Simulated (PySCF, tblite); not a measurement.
# aluminum chloride (AlCl₃): dynamics, then NMR shifts and electronic excitations on frames, part 2 of 2

tblite 0.8.0 and PySCF 2.14.0. Atoms count from 0. The steps go on from the part before.

## 9. Nuclear shieldings: 800 fs, PBE0/pcSseg-1

The job: settings as JSON, then the geometry in Å.

```
{"job": {"kind": "nmr", "xc": "PBE0", "basis": "pcSseg-1", "pop": false}, "charge": 0, "multiplicity": 1}
Cl    -1.802600    -1.542700     1.066700
Al    -0.202600    -0.419000     0.627000
Cl     1.591600    -1.379000     0.659300
Cl    -0.694100     1.386200     0.061500
```

With the program's defaults for keys left out, this is: GIAO PBE0/pcSseg-1 NMR shielding, non-relativistic, gas phase.

Output:

```text
coarse grid: 6496 points
cycle   1  E = -1622.5394038594  dE =  4.646e-01  |g| = 3.646e-01  |ddm| = 2.114e+00
cycle   2  E = -1622.5358294636  dE =  3.574e-03  |g| = 4.183e-01  |ddm| = 9.086e-01
cycle   3  E = -1622.5784284554  dE = -4.260e-02  |g| = 2.837e-02  |ddm| = 4.648e-01
cycle   4  E = -1622.5785935002  dE = -1.650e-04  |g| = 1.142e-02  |ddm| = 3.789e-02
cycle   5  E = -1622.5786280166  dE = -3.452e-05  |g| = 8.312e-04  |ddm| = 1.322e-02
cycle   6  E = -1622.5786281565  dE = -1.398e-07  |g| = 3.088e-04  |ddm| = 1.035e-03
final grid: 47128 points
cycle   7  E = -1622.5964076893  dE = -1.824e-05  |g| = 4.660e-03  |ddm| = 8.791e-03
cycle   8  E = -1622.5964082283  dE = -5.390e-07  |g| = 2.989e-03  |ddm| = 5.458e-03
cycle   9  E = -1622.5964095197  dE = -1.291e-06  |g| = 5.469e-04  |ddm| = 3.112e-03
cycle  10  E = -1622.5964095972  dE = -7.751e-08  |g| = 7.518e-05  |ddm| = 6.457e-04
cycle  11  E = -1622.5964095987  dE = -1.470e-09  |g| = 8.027e-06  |ddm| = 8.707e-05
cycle  12  E = -1622.5964095987  dE = -1.000e-11  |g| = 2.218e-06  |ddm| = 8.055e-06
converged SCF energy = -1622.5964095987

GIAO shielding tensors (ppm)
atom      isotropic    diamagn.    paramagn.     s11        s22        s33       span
  0 Cl     907.582    1148.345    -240.763    829.769    872.310   1020.667    190.897
  1 Al     398.805     796.533    -397.728    345.325    398.755    452.335    107.010
  2 Cl     934.686    1148.396    -213.709    843.508    898.198   1062.353    218.845
  3 Cl     930.855    1149.093    -218.238    845.571    899.850   1047.145    201.574
```

Wall time 5.6 s (1 thread of Intel Xeon Platinum 8375C at 2.90GHz, shared host); peak memory 0.46 GiB.

Key values: δ Cl0 42, Cl3 19, Cl2 15, Al1 91.2 ppm.

## 10. Excited states and response: 800 fs, PBE0/def2-SVPD

The job: settings as JSON, then the geometry in Å.

```
{"job": {"kind": "uv", "xc": "PBE0", "basis": "def2-SVPD", "nstates": 5, "ntriplets": 0}, "charge": 0, "multiplicity": 1}
Cl    -1.802600    -1.542700     1.066700
Al    -0.202600    -0.419000     0.627000
Cl     1.591600    -1.379000     0.659300
Cl    -0.694100     1.386200     0.061500
```

Method: TDDFT PBE0/def2-SVPD, vertical, gas phase, core orbitals frozen in the response.

Output:

```text
coarse grid: 6496 points
cycle   1  E = -1621.9752547221  dE =  4.252e-01  |g| = 3.268e-01  |ddm| = 3.017e+00
cycle   2  E = -1621.9722119571  dE =  3.043e-03  |g| = 3.516e-01  |ddm| = 1.345e+00
cycle   3  E = -1622.0070228836  dE = -3.481e-02  |g| = 3.576e-02  |ddm| = 6.616e-01
cycle   4  E = -1622.0073859659  dE = -3.631e-04  |g| = 8.685e-03  |ddm| = 6.761e-02
cycle   5  E = -1622.0074085040  dE = -2.254e-05  |g| = 6.674e-04  |ddm| = 2.246e-02
cycle   6  E = -1622.0074086154  dE = -1.114e-07  |g| = 2.813e-04  |ddm| = 2.245e-03
final grid: 47128 points
cycle   7  E = -1622.1734846011  dE = -6.532e-06  |g| = 2.808e-03  |ddm| = 1.715e-02
cycle   8  E = -1622.1734849851  dE = -3.840e-07  |g| = 2.558e-03  |ddm| = 8.069e-03
cycle   9  E = -1622.1734866501  dE = -1.665e-06  |g| = 3.132e-04  |ddm| = 3.917e-03
cycle  10  E = -1622.1734866810  dE = -3.093e-08  |g| = 1.862e-05  |ddm| = 6.495e-04
cycle  11  E = -1622.1734866811  dE = -8.913e-11  |g| = 4.990e-06  |ddm| = 3.525e-05
converged SCF energy = -1622.1734866811

Static polarisability (au): isotropic 59.481, principal 48.454 63.122 66.867

Singlet excitations
state   eV       nm        f      main configurations
  1   6.6448    186.6   0.00081   H->L 0.96
  2   7.1349    173.8   0.00051   H->L+1 0.96
  3   7.1944    172.3   0.00261   H-1->L 0.95
  4   7.3853    167.9   0.02046   H-2->L 0.85, H-3->L 0.09
  5   7.4566    166.3   0.02113   H-3->L 0.84
```

Run time: 4.8 s. Hardware: 1 thread of Intel Xeon Platinum 8375C at 2.90GHz, shared host; peak memory 0.46 GiB.

In short: HOMO -9.34 eV, LUMO -1.35 eV; lowest singlet 6.64 eV.

## 11. Nuclear shieldings: 1000 fs, PBE0/pcSseg-1

The job: settings as JSON, then the geometry in Å.

```
{"job": {"kind": "nmr", "xc": "PBE0", "basis": "pcSseg-1", "pop": false}, "charge": 0, "multiplicity": 1}
Cl    -1.993600    -1.343600     1.549500
Al    -0.472700    -0.652400     0.520500
Cl     1.131100    -1.933200     0.504900
Cl    -0.405700     1.275600    -0.192000
```

Method: GIAO PBE0/pcSseg-1 NMR shielding, non-relativistic, gas phase.

Output:

```text
coarse grid: 6496 points
cycle   1  E = -1622.5404909879  dE =  4.042e-01  |g| = 3.729e-01  |ddm| = 2.098e+00
cycle   2  E = -1622.5337611574  dE =  6.730e-03  |g| = 4.404e-01  |ddm| = 9.477e-01
cycle   3  E = -1622.5820468610  dE = -4.829e-02  |g| = 2.770e-02  |ddm| = 4.919e-01
cycle   4  E = -1622.5822003886  dE = -1.535e-04  |g| = 1.112e-02  |ddm| = 3.643e-02
cycle   5  E = -1622.5822327933  dE = -3.240e-05  |g| = 8.887e-04  |ddm| = 1.284e-02
cycle   6  E = -1622.5822329474  dE = -1.540e-07  |g| = 3.355e-04  |ddm| = 1.102e-03
final grid: 47128 points
cycle   7  E = -1622.6009108636  dE = -1.881e-05  |g| = 4.316e-03  |ddm| = 7.983e-03
cycle   8  E = -1622.6009112855  dE = -4.220e-07  |g| = 2.684e-03  |ddm| = 4.827e-03
cycle   9  E = -1622.6009123063  dE = -1.021e-06  |g| = 5.376e-04  |ddm| = 2.833e-03
cycle  10  E = -1622.6009123814  dE = -7.515e-08  |g| = 7.085e-05  |ddm| = 6.345e-04
cycle  11  E = -1622.6009123827  dE = -1.283e-09  |g| = 1.040e-05  |ddm| = 8.365e-05
cycle  12  E = -1622.6009123827  dE = -1.410e-11  |g| = 3.843e-06  |ddm| = 1.311e-05
converged SCF energy = -1622.6009123827

GIAO shielding tensors (ppm)
atom      isotropic    diamagn.    paramagn.     s11        s22        s33       span
  0 Cl     917.836    1148.200    -230.364    835.357    888.673   1029.477    194.121
  1 Al     403.268     795.702    -392.434    349.157    416.997    443.648     94.491
  2 Cl     913.144    1148.372    -235.228    825.060    870.120   1044.252    219.192
  3 Cl     931.019    1148.621    -217.602    836.093    894.290   1062.674    226.582
```

Wall time 4.3 s (1 thread of Intel Xeon Platinum 8375C at 2.90GHz, shared host); peak memory 0.46 GiB.

Key values: δ Cl2 37, Cl0 32, Cl3 19, Al1 86.7 ppm.

## 12. Excited states and response: 1000 fs, PBE0/def2-SVPD

The job: settings as JSON, then the geometry in Å.

```
{"job": {"kind": "uv", "xc": "PBE0", "basis": "def2-SVPD", "nstates": 5, "ntriplets": 0}, "charge": 0, "multiplicity": 1}
Cl    -1.993600    -1.343600     1.549500
Al    -0.472700    -0.652400     0.520500
Cl     1.131100    -1.933200     0.504900
Cl    -0.405700     1.275600    -0.192000
```

With the program's defaults for keys left out, this is: TDDFT PBE0/def2-SVPD, vertical, gas phase, core orbitals frozen in the response.

Output:

```text
coarse grid: 6496 points
cycle   1  E = -1621.9769276119  dE =  3.640e-01  |g| = 3.342e-01  |ddm| = 2.930e+00
cycle   2  E = -1621.9708460354  dE =  6.082e-03  |g| = 3.735e-01  |ddm| = 1.367e+00
cycle   3  E = -1622.0108188888  dE = -3.997e-02  |g| = 3.491e-02  |ddm| = 6.816e-01
cycle   4  E = -1622.0111629683  dE = -3.441e-04  |g| = 8.581e-03  |ddm| = 6.243e-02
cycle   5  E = -1622.0111849014  dE = -2.193e-05  |g| = 6.102e-04  |ddm| = 2.108e-02
cycle   6  E = -1622.0111850013  dE = -9.990e-08  |g| = 2.261e-04  |ddm| = 2.089e-03
final grid: 47128 points
cycle   7  E = -1622.1786878937  dE = -6.397e-06  |g| = 2.262e-03  |ddm| = 1.509e-02
cycle   8  E = -1622.1786881050  dE = -2.114e-07  |g| = 2.103e-03  |ddm| = 6.551e-03
cycle   9  E = -1622.1786892405  dE = -1.135e-06  |g| = 2.584e-04  |ddm| = 3.208e-03
cycle  10  E = -1622.1786892618  dE = -2.124e-08  |g| = 1.895e-05  |ddm| = 5.366e-04
cycle  11  E = -1622.1786892619  dE = -9.368e-11  |g| = 6.204e-06  |ddm| = 3.287e-05
converged SCF energy = -1622.1786892619

Static polarisability (au): isotropic 60.467, principal 49.047 64.409 67.944

Singlet excitations
state   eV       nm        f      main configurations
  1   6.4941    190.9   0.00065   H->L 0.98
  2   7.0096    176.9   0.00343   H-1->L 0.94
  3   7.1277    173.9   0.01050   H-2->L 0.89
  4   7.2116    171.9   0.00844   H->L+1 0.64, H-3->L 0.28
  5   7.2312    171.5   0.02735   H-3->L 0.56, H->L+1 0.34
```

It took 5.4 s on 1 thread of Intel Xeon Platinum 8375C at 2.90GHz, shared host; peak memory 0.46 GiB.

Key values: HOMO -9.42 eV, LUMO -1.55 eV; lowest singlet 6.49 eV.

## 13. Run by run: NMR shifts

Shifts (ppm), with basis size and wall time:

| frame | Cl2 | Cl0 | Cl3 | Al1 | functions | time |
| --- | --- | --- | --- | --- | --- | --- |
| 250 fs | 17 | 16 | 11 | 95.2 | 96 | 9.3 s |
| 425 fs | 48 | 33 | 26 | 89.1 | 96 | 4.6 s |
| 625 fs | 11 | 26 | 60 | 93.1 | 96 | 6.2 s |
| 800 fs | 15 | 42 | 19 | 91.2 | 96 | 5.6 s |
| 1000 fs | 37 | 32 | 19 | 86.7 | 96 | 4.3 s |

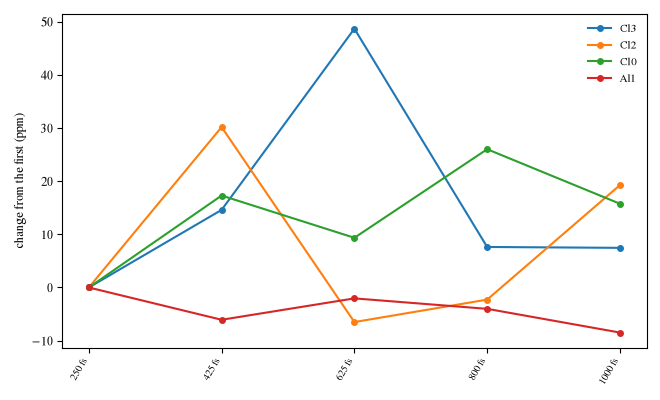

How the tabulated atoms move from run to run.

## 14. Side by side: electronic excitations

Excitations and ground-state properties, with basis size and wall time:

| frame | lowest singlet (eV) | brightest (eV) | f | gap (eV) | α (Å³) | μ (D) | functions | time |
| --- | --- | --- | --- | --- | --- | --- | --- | --- |
| 250 fs | 7.03 | 7.82 | 0.019 | 8.37 | 8.68 | 0.18 | 105 | 7.7 s |
| 425 fs | 5.96 | 6.98 | 0.059 | 7.34 | 8.88 | 1.09 | 105 | 4.5 s |
| 625 fs | 6.11 | 7.13 | 0.049 | 7.45 | 8.78 | 1.44 | 105 | 4.4 s |
| 800 fs | 6.64 | 7.46 | 0.021 | 7.99 | 8.81 | 0.72 | 105 | 4.8 s |
| 1000 fs | 6.49 | 7.23 | 0.027 | 7.87 | 8.96 | 0.52 | 105 | 5.4 s |

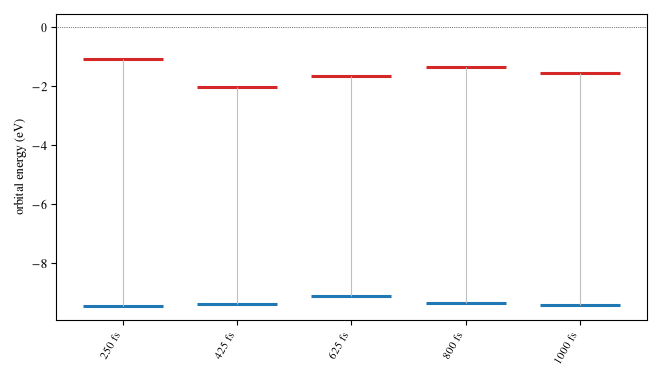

HOMO (blue) and LUMO (red) run by run.

## 15. What came out

This closing draws on all 2 parts.

```
                                         quantity                        value
                                       thermostat                        600 K
                    mean temperature, second half                        644 K
          mean potential energy above the minimum                      0.23 eV
  35Cl shifts against HCl (PBE0/pcSseg-1, 250 fs)               17, 16, 11 ppm
27Al shifts against AlH4- (PBE0/pcSseg-1, 250 fs)                     95.2 ppm
            surface potential, 1st and 99th percentile           -0.24 V and 3.30 V
          lowest singlet (PBE0/def2-SVPD, 250 fs)  7.03 eV (176 nm), f = 0.000
         brightest single state of those computed  state 5, 7.82 eV, f = 0.019
                        range of the shift of Cl3                 11 to 60 ppm
                      range of the lowest singlet              5.96 to 7.03 eV
```

In the second half the potential energy averages 0.23 eV above the minimum; equipartition over 6 harmonic modes at 600 K would give 0.16 eV. With 4 atoms the temperature swings widely (205 to 1172 K). Shifts at one fixed geometry are not the observed spectrum, which averages over the motion. At PBE0/pcSseg-1, counted by nearest atom on the grid, the HOMO lies on Cl0, Cl2 about 36 % each; Cl3 28 %, the LUMO on Al1 58 %; Cl0, Cl2, Cl3 about 14 % each. In the first frame run (250 fs): The first singlet state (HOMO→LUMO 0.88, HOMO→LUMO+1 0.11) lies at 7.03 eV and is dark; of the 5 states computed, the strongest absorption comes from state 5 at 7.82 eV (the last computed, so partners may be missing). Across the 5 runs the shift of Cl3 moves most, between 11 (250 fs) and 60 ppm (625 fs). The lowest singlet runs from 5.96 eV (425 fs) to 7.03 eV (250 fs), while the orbital gap spans 7.34 to 8.37 eV. The lowest state need not be the same one in every run.
